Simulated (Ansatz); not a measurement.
# YSc in the Bh ordering: electron–phonon coupling and resistivity, part 2 of 3

How good a conductor is YSc in the Bh ordering when only phonons scatter, and how much computing does the answer need?

Ansatz 0.2.0; DFT PBEsol, scalar-relativistic, plane waves, PAW.

So far. Step 2 (Relaxation): The largest force is now zero by symmetry and the largest stress component 0.0065 GPa. Step 3 (Relaxing tightly for phonons): The largest force is now zero by symmetry and the largest stress component 0.0034 GPa, small enough for phonons. The relaxed cell has a = 3.449, c = 5.315 Å (conventional setting).

The structure was built from a prototype and need not be the compound's stable phase.

## (4) Phonons: q 2×2×2, k 6×6×4

Before any scattering is computed, the phonons show whether the structure is a minimum.

Contents of input.yaml:

```yaml
crystal:
  lattice:
    - [3.4494148025, 2.8856e-06, 0.0]
    - [-1.7247099003, 2.9872794043, 0.0]
    - [0.0, 0.0, 5.3145291156]
  atoms:
    - { symbol: Sc, position: [0.3333333333, 0.6666666667, 0.25] }
    - { symbol: "Y", position: [0.6666666667, 0.3333333333, 0.75] }
kpoints:
  mp_grid: { grid: [6, 6, 4] }
hamiltonian:
  xc: pbesol
scf:
  occupations: { method: methfessel_paxton, width: 0.2 }
output:
  eigenvalues: true
phonons:
  method: dfpt
  qmesh: [2, 2, 2]
  temperatures: { t_max: 1000, t_step: 50 }
  qpath:
    path:
      - [[0.0, 0.0, 0.0], [0.5, 0.0, 0.0], [0.33333333, 0.33333333, 0.0], [0.0, 0.0, 0.0], [0.0, 0.0, 0.5], [0.5, 0.0, 0.5], [0.33333333, 0.33333333, 0.5], [0.0, 0.0, 0.5]]
      - [[0.5, 0.0, 0.5], [0.5, 0.0, 0.0]]
      - [[0.33333333, 0.33333333, 0.5], [0.33333333, 0.33333333, 0.0]]
    npoints: 10
```

The run is started by

```sh
$ ansatz run input.yaml --threads 4 --pin off --max-ram 8192MiB --backend cpu --events-out ev --progress --plain --runs-dir out
```

Numbers of over 12 decimals in the logs are rounded to 6 here.

The program printed:

```text
Warning: phonons: the dynamical matrix that this run interpolates holds no multipole term above the dipole-dipole one, and a site of this crystal is no centre of inversion, so its interpolated transverse optical and acoustic branches and sound speeds can stay off near Gamma, and the density of states and the thermodynamics with them. What a run solves at a wave vector of phonons.qpoints, Gamma apart, where the deck admits one, is free of this, and under fd what a larger phonons.supercell samples
[...]
Crystal: 2 atoms, lattice volume = 54.763 Å³
Basis set: ecut = 420 eV, 1085 PW (Γ), exchange–correlation on 48×48×72 points (8 copies of the dense FFT grid, shifted against one another)
Bands: 15, of which v1, the nominal top of the filled ones, is band 11 counted from 1 (10 counted from 0)
Symmetry: 12 space group operations
k-points: 21 of 144 (time reversal used)
[...]
SCF iter   1: F=—  HF=-5906.360078 eV  |F-HF|=—  |Δ(HF+E_count)|=         —  Δρ=3.82e-3  dr2=1.02e-2  ethr=1.77e-3  ⟨swp⟩=4.0  Hψ=1235  notcnv=0
[...]
SCF iter   9: F=-5906.357921 eV  HF=-5906.357921 eV  |F-HF|=0.00e0  |Δ(HF+E_count)|=  1.46e-11  S|Δr|=    0.00e0  Δρ=3.06e-8  dr2=2.78e-13  ethr=1.00e-12  ⟨swp⟩=5.0  Hψ=1203  notcnv=0
SCF 1 converged in 9 iterations: F = -5906.357921 eV  dr2 = 2.78e-13
[...]
SCF iter   1: F=—  HF=-5906.357918 eV  |F-HF|=—  |Δ(HF+E_count)|=         —  Δρ=7.08e-7  dr2=2.24e-10  ethr=4.88e-8  ⟨swp⟩=3.0  Hψ=2206  notcnv=0
eigensolver tolerance schedule: the retry pair's looser diagonalisation over-reported the residual by 47987.93 of it (diagonalisation noise at 3.10 of the residual, at the tolerance the schedule requests for it); recorded, not acted on — ethr = c·dr2/N_el stays at c = 1.0e-1
[...]
SCF iter   2: F=—  HF=-5906.357921 eV  |F-HF|=—  |Δ(HF+E_count)|=   2.88e-6  S|Δr|=    0.00e0  Δρ=5.05e-7  dr2=1.98e-10  ethr=1.02e-12  ⟨swp⟩=3.0  Hψ=758  notcnv=0
[...]
SCF iter   5: F=-5906.357921 eV  HF=-5906.357921 eV  |F-HF|=0.00e0  |Δ(HF+E_count)|=  7.28e-12  S|Δr|=    0.00e0  Δρ=1.11e-7  dr2=5.42e-12  ethr=1.00e-12  ⟨swp⟩=1.0  Hψ=714  notcnv=0
SCF 2 converged in 5 iterations: F = -5906.357921 eV  dr2 = 5.42e-12
phonons: the bands overlap, so this run is a metal and interpolates without the dipole-dipole term. If the crystal is really an insulator or semiconductor, its LO-TO splitting is missing
NSCF: frozen V_eff on 21 k-points
[...]
DFPT response loops at q = (0, 0, 0) (fractional): preconditioner auto → Kerker (q_TF=auto, 2.344 Å⁻¹) (partly filled bands, converged f_vac=0.000); β = 1.00, the filter's whole step (`scf.mixing.beta` (0.50) is not read by the response loops under this deck's `scf.mixing.preconditioner`; to damp them name `kerker` or `kerker_dos`, under which they read `scf.mixing.beta`, and type it under 1.00, their step now; both keys bind the ground state too); Broyden in place of MSR1
[...]
SCF converged after 9 iterations
Stability not checked: this state was not tested for a lower state beside it, because cold or Methfessel-Paxton smearing, or corrected tetrahedra, fill the levels in a way that the test cannot read (fill_not_monotonic; see scf.lower_state_search)
Free energy (F): -5906.357921 eV
[...]
Internal energy: -5906.351908 eV  (E = F + TS)
E sigma→0 (E₀):  -5906.356418 eV
Entropy (-TS):   -0.006013 eV (-3.007 meV/atom)
Fermi energy:    9.792730 eV
[...]
--- Band table (eV; the first three rows and the last of 21) ---
  k-point 0: bands = [... 7 lower, -12.1494, 4.8041, 7.9226, 10.7743, 11.2830, 11.2830, 11.7185, 12.0036]
  k-point 1: bands = [... 7 lower, -12.1497, 5.2432, 7.5536, 10.4866, 11.1539, 11.1539, 11.4250, 11.6218]
  k-point 2: bands = [... 7 lower, -12.1500, 6.3195, 6.4442, 10.6887, 10.8096, 11.1548, 11.1548, 11.3148]
  k-point 20: bands = [... 7 lower, -12.3867, 9.0758, 9.2081, 9.5647, 9.6494, 10.0589, 10.2391, 12.2586]
--- Phonons (Γ-DFPT): 4 representative perturbations + reference (Σ response iterations 12) ---
  ASR residual: 3.627e-5 → 0.000e0 eV/Å²; symmetrization residual: 4.583e-6 eV/Å²
  ASR residual per site (eV/Å²): 1.54e-5 3.63e-5
  Γ frequencies (cm⁻¹): 0.00 0.00 0.00 109.04 109.04 198.72
--- Phonons (arbitrary-q DFPT): 4 irreducible q on the 2×2×2 mesh ---
  q = [0.0000, 0.0000, 0.0000] (star 1, of the zone-centre solve; hermiticity 1.06e-6, symmetrization 5.28e-7): -0.00 -0.00 0.00 109.04 109.04 198.72
  q = [0.0000, 0.0000, -0.5000] (star 1, 4 solved perturbations in 162 linear systems a pass and spin channel, the states on 60 of 144 k-point pairs; hermiticity 1.95e-6, symmetrization 1.98e-6): 66.76 66.76 93.40 93.40 113.98 163.32
[...]
sum rule: each row above includes the acoustic sum rule's correction from the zone centre's row sums; it moved no ω² by more than (0.33 cm⁻¹)²
  mesh force constants: q→R imaginary residual 7.55e-18; ASR residual 3.627e-5 → 0.000e0 eV/Å²; symmetrization residual 6.217e-15 eV/Å²
  interpolated dispersion: 93 rows × 6 modes
  density of states and harmonic sums: on the 22×22×12 q-mesh, interpolated from the force constants of a 2×2×2 supercell (no non-analytic term)
  largest difference from the sums on the solved wave vectors: F 7.97e-2 eV, S 1.12e-4 and C_V 3.23e-5 eV/K
  zero-point energy: 0.047236 eV/cell   skipped modes (ω ≤ 0): 3   left out of the sums: 8.61e-5 of the cell's modes: C_V's classical limit lies that fraction below 3 k_B per atom; for a crystal, a wire or a layer, F and S can be off by more, and a phonons.interpolated_qmesh denser along its periods is the remedy for the sampling
```

It took 21 s on 4 threads of Arm Neoverse V1, shared host; peak memory 0.54 GiB.

In the SCF lines HF is the Harris–Foulkes energy and dr2 the Hartree energy of the density residual, in eV; the loop may stop once dr2 is under the threshold and the program's other checks hold. Hψ counts applications of the Hamiltonian.

Numbers from this step:

- zero point energy: 0.04724 eV/cell
- share of imaginary modes in the plain interpolation between solved wavevectors: 0
- highest frequency, solved or plainly interpolated: 198.7 cm⁻¹
- Debye temperature (second moment): 246 K

Solved on the 2×2×2 mesh alone; all other wavevectors are interpolated. The phonon branches at the labelled points (cm⁻¹):

```tsv
point	branch 1	branch 2	branch 3	branch 4	branch 5	branch 6
Γ	0	0	0	109	109	199
M	89	102	142	165	173	190
K	125	134	148	156	169	178
Γ	0	0	0	109	109	199
A	67	67	93	93	114	163
L	88	105	125	140	143	178
H	86	112	134	143	148	175
A	67	67	93	93	114	163
jump to L	88	105	125	140	143	178
M	89	102	142	165	173	190
jump to H	86	112	134	143	148	175
K	125	134	148	156	169	178
```

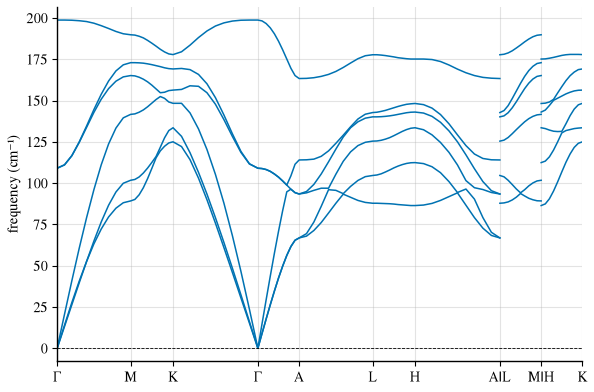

Phonon branches along the path.

Lowest modes at the softest wavevector of the mesh. The modes at q = (0.000, 0.000, 0.500) (shares of kinetic energy by element, %):

```tsv
mode	frequency (cm⁻¹)	Sc %	Y %
1	66.8	0	100
2	66.8	0	100
3	93.4	100	0
4	93.4	100	0
5	114.0	0	100
6	163.3	100	0
```

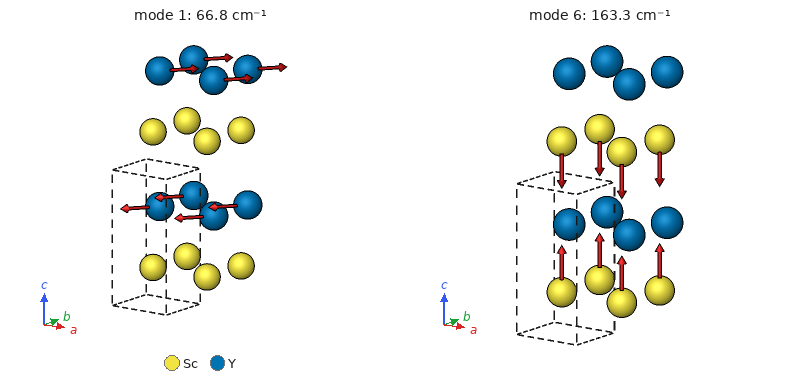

Displacement patterns of modes 1 and 6 at q = (0.000, 0.000, 0.500); arrows are exaggerated. 2×2×2 cells are drawn.

Among the solved wavevectors the lowest mode, translations apart, is 66.8 cm⁻¹, so these are real on this k mesh.

## (5) Coupling and resistivity: q 2×2×2, k 6×6×4, scattering 8×8×8

A first run on coarse meshes.

input.yaml, as its differences from that of step 4:

```diff
@@ -26 +26,5 @@
     npoints: 10
+  electrical_resistivity:
+    mesh: [8, 8, 8]
+    temperatures: [20.0, 50.0, 77.0, 100.0, 150.0, 200.0, 300.0, 400.0, 600.0, 800.0]
+  electron_occupations: "off"
```

The program printed:

```text
[...]
Crystal: 2 atoms, lattice volume = 54.763 Å³
Basis set: ecut = 420 eV, 1085 PW (Γ), exchange–correlation on 48×48×72 points (8 copies of the dense FFT grid, shifted against one another)
Bands: 15, of which v1, the nominal top of the filled ones, is band 11 counted from 1 (10 counted from 0)
Symmetry: 12 space group operations
k-points: 21 of 144 (time reversal used)
[...]
SCF iter   1: F=—  HF=-5906.360078 eV  |F-HF|=—  |Δ(HF+E_count)|=         —  Δρ=3.82e-3  dr2=1.02e-2  ethr=1.77e-3  ⟨swp⟩=4.0  Hψ=1235  notcnv=0
[...]
SCF iter   9: F=-5906.357921 eV  HF=-5906.357921 eV  |F-HF|=0.00e0  |Δ(HF+E_count)|=  1.46e-11  S|Δr|=    0.00e0  Δρ=3.06e-8  dr2=2.78e-13  ethr=1.00e-12  ⟨swp⟩=5.0  Hψ=1203  notcnv=0
SCF 1 converged in 9 iterations: F = -5906.357921 eV  dr2 = 2.78e-13
[...]
SCF iter   5: F=-5906.357921 eV  HF=-5906.357921 eV  |F-HF|=0.00e0  |Δ(HF+E_count)|=  7.28e-12  S|Δr|=    0.00e0  Δρ=1.11e-7  dr2=5.42e-12  ethr=1.00e-12  ⟨swp⟩=1.0  Hψ=714  notcnv=0
SCF 2 converged in 5 iterations: F = -5906.357921 eV  dr2 = 5.42e-12
[...]
SCF iter   1: F=—  HF=-5906.360078 eV  |F-HF|=—  |Δ(HF+E_count)|=         —  Δρ=3.82e-3  dr2=1.02e-2  ethr=1.77e-3  ⟨swp⟩=4.0  Hψ=1235  notcnv=0
[...]
SCF iter   9: F=-5906.357921 eV  HF=-5906.357921 eV  |F-HF|=0.00e0  |Δ(HF+E_count)|=  1.46e-11  S|Δr|=    0.00e0  Δρ=2.99e-8  dr2=2.58e-13  ethr=1.00e-12  ⟨swp⟩=2.8  Hψ=687  notcnv=0
SCF 3 converged in 9 iterations: F = -5906.357921 eV  dr2 = 2.58e-13
[...]
SCF converged after 9 iterations
[...]
Free energy (F): -5906.357921 eV
[...]
Internal energy: -5906.351908 eV  (E = F + TS)
E sigma→0 (E₀):  -5906.356418 eV
Entropy (-TS):   -0.006013 eV (-3.007 meV/atom)
Fermi energy:    9.792730 eV
[...]
--- Band table (eV; the first three rows and the last of 21) ---
  k-point 0: bands = [... 7 lower, -12.1494, 4.8041, 7.9226, 10.7743, 11.2830, 11.2830, 11.7185, 12.0036]
  k-point 1: bands = [... 7 lower, -12.1497, 5.2432, 7.5536, 10.4866, 11.1539, 11.1539, 11.4250, 11.6218]
  k-point 2: bands = [... 7 lower, -12.1500, 6.3195, 6.4442, 10.6887, 10.8096, 11.1548, 11.1548, 11.3148]
  k-point 20: bands = [... 7 lower, -12.3867, 9.0758, 9.2081, 9.5647, 9.6494, 10.0589, 10.2391, 12.2586]
[...]
ASR residual: 2.448e-5 → 0.000e0 eV/Å²; symmetrization residual: 2.547e-7 eV/Å²
  ASR residual per site (eV/Å²): 3.28e-6 2.45e-5
  Γ frequencies (cm⁻¹): 0.00 0.00 0.00 109.04 109.04 198.72
--- Phonons (arbitrary-q DFPT): 4 irreducible q on the 2×2×2 mesh ---
[...]
interpolated dispersion: 93 rows × 6 modes
[...]
--- Electrical resistivity: potentials and phonons of a 2×2×2 supercell ---
  scattering by harmonic phonons alone, with no dipole-dipole term; scattering by other electrons, impurities, surfaces and spin disorder is left out, and so is spin–orbit coupling
  the resistivity is that of a variational response, whose dependence on the energy is improved iteratively
  at the Fermi level of each mesh (of a tensor a third of its trace):
           mesh   spin    states/(eV spin)  plasma energy (eV)         λ      λ_tr    ħω_log (meV)
          8×8×8                     1.7875              3.7428    0.5490    0.6112          14.312
          4×4×4                     1.8228              3.0148    0.5316    0.6162          14.386
  resistivity on the deck's mesh, µΩ·cm:
     T (K)       trace/3  mesh converged            xx            yy            zz    lowest order   relaxation time
     20.00     7.6954e-2              no     9.5850e-2     9.5849e-2     3.9162e-2       1.4297e-1         9.4473e-2
     50.00      3.1666e0              no      3.8372e0      3.8372e0      1.8254e0        4.0649e0          3.1769e0
     77.00      8.9738e0              no      1.0871e1      1.0871e1      5.1799e0        9.9975e0          8.6239e0
    100.00      1.4285e1              no      1.7303e1      1.7303e1      8.2492e0        1.5243e1          1.3572e1
    150.00      2.5319e1              no      3.0627e1      3.0627e1      1.4703e1        2.6311e1          2.3903e1
    200.00      3.5806e1              no      4.3233e1      4.3233e1      2.0950e1        3.7029e1          3.3763e1
    300.00      5.6359e1              no      6.7793e1      6.7793e1      3.3489e1        5.8309e1          5.3141e1
    400.00      7.7040e1              no      9.2352e1      9.2352e1      4.6416e1        7.9994e1          7.2690e1
    600.00      1.1924e2              no      1.4208e2      1.4208e2      7.3579e1        1.2495e2          1.1259e2
    800.00      1.6195e2              no      1.9177e2      1.9176e2      1.0232e2        1.7127e2          1.5280e2
  mean free path at 20 K (of a tensor a third of its trace): 1887 nm by what each carries, 1570 by the Fermi surface alone
  Hall coefficient in a weak field at 20 K (a third of the trace): -5.992e-11 m³/C (how far it moves between the two finest meshes is not known); by each state's relaxation time: -9.330e-11 m³/C; by a constant relaxation time: -3.136e-11 m³/C
[...]
the resistivity times a path that all electrons share, by the Fermi surface of the deck's mesh alone (a third of the trace): 1.173e-15 Ω·m²
  not converged in the mesh (λ; λ_tr; the resistivity at 20 K by 75.89 %; the resistivity at 50 K by 69.65 %; the resistivity at 77 K by 67.06 %; the resistivity at 100 K by 65.25 %; the resistivity at 150 K by 63.26 %; the resistivity at 200 K by 62.29 %; the resistivity at 300 K by 60.87 %; the resistivity at 400 K by 59.34 %; the resistivity at 600 K by 56.56 %; the resistivity at 800 K by 54.74 %): between neighb [...]
  vibrations of 8 cells: unjudged by the run; compare a larger repeat
  the changes of the potential over all sites missed a rigid shift's by 0.00 % (the site terms' by 0.06 %)
  between the force constants' wavevectors the phonons are obtained by Fourier interpolation alone: phonons.electron_occupations is off
```

The job ended after 44 s (4 threads; peak memory 0.64 GiB).

This step gave:

```yaml
resistivity_at_300_k: 56.36 μΩ cm, mean of the axes
coupling_constant_lambda: 0.549
density_of_states_at_the_fermi_level: 1.787 states/eV a spin and cell
log_mean_phonon_energy_omega_log: 14.31 meV
transport_coupling_constant_lambda_tr: 0.6192, 0.6192, 0.5952 (xx, yy, zz)
drude_plasma_energy: 3.245, 3.245, 4.578 eV (xx, yy, zz)
resistivity_times_mean_free_path: 14.15, 14.15, 6.882 × 10⁻¹⁶ Ω m² (xx, yy, zz)
second_moment_phonon_energy_omega: 15.55 meV, from the broadened α²F curve
coupling_lambda_by_branch: 0.119, 0.102, 0.0961, 0.103, 0.0742, 0.0545 (branches by rank of frequency)
```

Phonon-limited, linearised Boltzmann equation on a 8x8x8 mesh. Resistivity against temperature; values in μΩ cm:

```tsv
temperature (K)	along x	along z
20	0.0959	0.0392
50	3.84	1.82
77	10.9	5.18
100	17.3	8.25
150	30.6	14.7
200	43.2	20.9
300	67.8	33.5
400	92.3	46.4
600	142	73.6
800	192	102
```

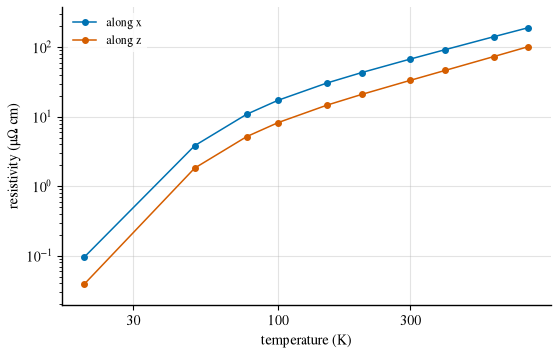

Resistivity, plotted against temperature.

By its own test the run is not converged in the mesh. λ = 0.549 and 56.4 μΩ cm at 300 K. The run's own test puts 61 % between its two finest meshes on the component of the resistivity at 300 K that moves most, so it is not converged.

## (6) Resistivity: q 3×3×2, k 9×9×4, scattering 12×12×8

The next rung changes the q mesh, which sets the reach of the force constants and couplings; the k mesh of the density and its response; the scattering mesh, which samples the Fermi surface; the phonon self-energy between the q points, now taken in.

input.yaml, as its differences from that of step 5:

```diff
@@ -9,3 +9,3 @@
 kpoints:
-  mp_grid: { grid: [6, 6, 4] }
+  mp_grid: { grid: [9, 9, 4] }
 hamiltonian:
@@ -18,3 +18,3 @@
   method: dfpt
-  qmesh: [2, 2, 2]
+  qmesh: [3, 3, 2]
   temperatures: { t_max: 1000, t_step: 50 }
@@ -27,4 +27,3 @@
   electrical_resistivity:
-    mesh: [8, 8, 8]
+    mesh: [12, 12, 8]
     temperatures: [20.0, 50.0, 77.0, 100.0, 150.0, 200.0, 300.0, 400.0, 600.0, 800.0]
-  electron_occupations: "off"
```

The program printed:

```text
[...]
Crystal: 2 atoms, lattice volume = 54.763 Å³
Basis set: ecut = 420 eV, 1085 PW (Γ), exchange–correlation on 48×48×72 points (8 copies of the dense FFT grid, shifted against one another)
Bands: 15, of which v1, the nominal top of the filled ones, is band 11 counted from 1 (10 counted from 0)
Symmetry: 12 space group operations
k-points: 36 of 324 (time reversal used)
[...]
600.00      1.2818e2              no      1.5182e2      1.5182e2      8.0887e1        1.3613e2          1.1988e2
    800.00      1.7498e2              no      2.0634e2      2.0634e2      1.1226e2        1.8764e2          1.6350e2
[...]
vibrations of 18 cells: unjudged by the run; compare a larger repeat
[...]
at the force constants' own smearing the fine mesh and the k-points of their solves give squared frequencies that differ by 10.3 % of the larger at the most, at (0.3333, 0.3333, 0)
[key lines of the parts left out:]
SCF converged after 9 iterations
Free energy (F): -5906.352722 eV
Fermi energy:    9.767384 eV
```

Elapsed: 3.4 min, on 4 threads; peak memory 2.2 GiB.

This step gave:

- zero point energy: 0.04799 eV/cell
- highest frequency, solved or plainly interpolated: 197.5 cm⁻¹
- Debye temperature (second moment): 250 K
- resistivity at 300 K: 60.15 μΩ cm, mean of the axes
- coupling constant λ: 0.5791
- density of states at the Fermi level: 1.76 states/eV a spin and cell
- log mean phonon energy ħω_log: 13.43 meV
- transport coupling constant λ_tr: 0.6737, 0.6737, 0.6596 (xx, yy, zz)
- Drude plasma energy: 3.271, 3.271, 4.558 eV (xx, yy, zz)
- resistivity times mean free path: 14.09, 14.09, 6.973 × 10⁻¹⁶ Ω m² (xx, yy, zz)
- second-moment phonon energy ħω₂: 14.9 meV, from the broadened α²F curve
- coupling λ by branch: 0.154, 0.116, 0.099, 0.084, 0.0766, 0.0499 (branches by rank of frequency)

The Eliashberg function α²F has structure finer than the step of the table below, so its rows give means over 2 meV, whole bins alone (the curve runs from 0.094 to 24.0 meV). Peaks (meV: height): α²F 9.7: 0.444, 11.2: 0.320, 16.3: 0.470, 18.8: 0.491, 22.4: 0.651; α²F tr 9.7: 0.626, 16.1: 0.559, 18.8: 0.572, 22.4: 0.887.

Eliashberg function α²F against phonon energy; means over each step:

```tsv
phonon energy (meV)	α²F	α²F tr
2	2.3e-4	4.7e-5
4	0.00311	0.00104
6	0.0122	0.00631
8	0.0996	0.116
10	0.323	0.417
12	0.251	0.295
14	0.141	0.131
16	0.334	0.380
18	0.390	0.446
20	0.232	0.257
22	0.246	0.304
```

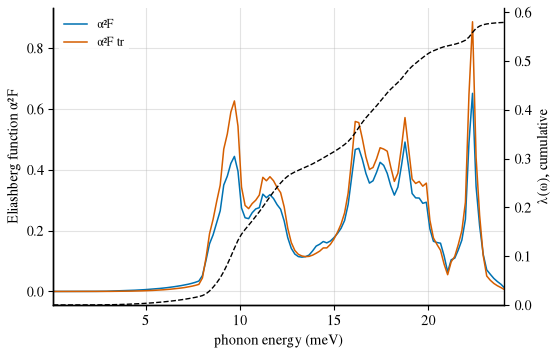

Eliashberg function α²F, plotted against phonon energy. The dashed line is the running λ.

By its own test the run is not converged in the mesh. λ = 0.579 and 60.1 μΩ cm at 300 K, against 0.549 and 56.4 in the run with q 2×2×2, k 6×6×4, scattering 8×8×8 (+5.5 % and +6.7 %). The run's own test puts 58 % between its two finest meshes on the component of the resistivity at 300 K that moves most, more than that change. By the run's own test λ moves by 14 % between its two finest scattering meshes.

[end of part 2 of 3]

[Logs are printed without paths, hosts, clocks, repeated set-up lines and the standing remarks that a program may print on its own settings, such as how far it seeks lower states.]

[Hosts, paths, dates, database ids (printed as entryN), source tags and the programs' standing remarks are cut or masked in the printed files.]
